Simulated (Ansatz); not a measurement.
```yaml
atoms:
  - { symbol: C, position_ang: [0.3433, 0.6855, -0.8829] }
  - { symbol: Ga, position_ang: [1.2560, -0.9008, -0.6737] }
  - { symbol: H, position_ang: [0.8399, 1.6639, -0.9472] }
  - { symbol: H, position_ang: [-0.7516, 0.7471, -0.9558] }
  - { symbol: H, position_ang: [0.5472, -2.3401, -0.5779] }
  - { symbol: H, position_ang: [2.8559, -1.0101, -0.5653] }
```

Geometry: PBE0-D3(BJ)/def2-SVPD; the highest occupied orbital lies above zero, a sign that basis and functional describe the outermost electron poorly.

Computed with isolated molecule in a Gaussian basis; Kohn-Sham density functional theory, functional PBE0 (Ansatz 0.2.0).

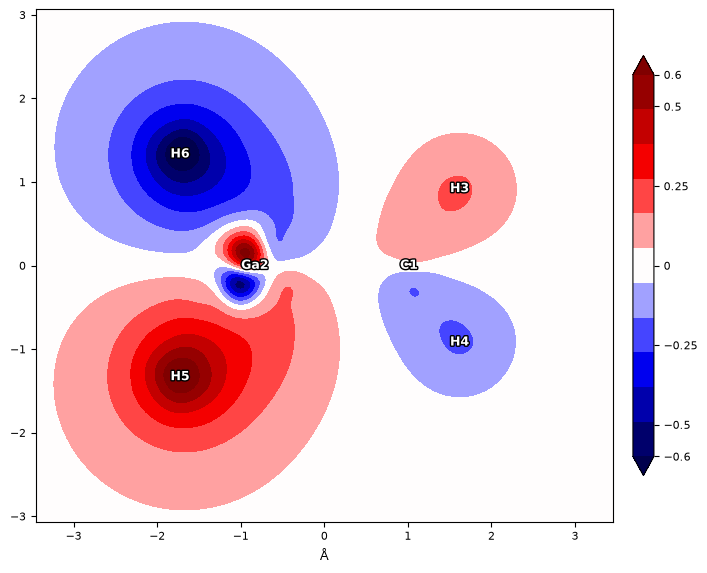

CH₄Ga (SMILES [CH2-][GaH2]) (charge −1). The HOMO−1 on the molecular plane (values in Å⁻³ᐟ²; the overall sign is arbitrary).

> Where does this orbital lie, and at what energy?

By Hirshfeld shares it lies mainly on Ga2 (about 35 %), H5 (about 30 %) and H6 (about 30 %); it is symmetric in the molecular plane (an in-plane orbital: σ, lone-pair or in-plane π type). Its energy is −2.66 eV.
